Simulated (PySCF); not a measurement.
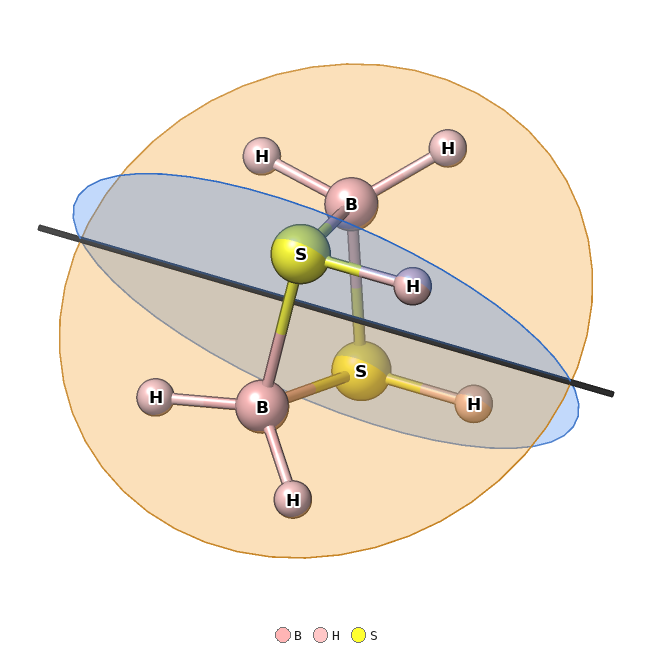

All proper rotation axes (lines) and mirror planes (discs) of the structure are drawn in. Distant atoms are faded towards the background colour. The geometry was computed by an optimisation with PBE0-D3(BJ)/def2-SVP. No frequency run is at hand to confirm it as a minimum.

### Name the symmetry elements and the point group.

It has 1 C2 axis and 2 mirror planes. Point group C2v. The group has 4 operations. The geometry is achiral, and symmetry allows a dipole moment.
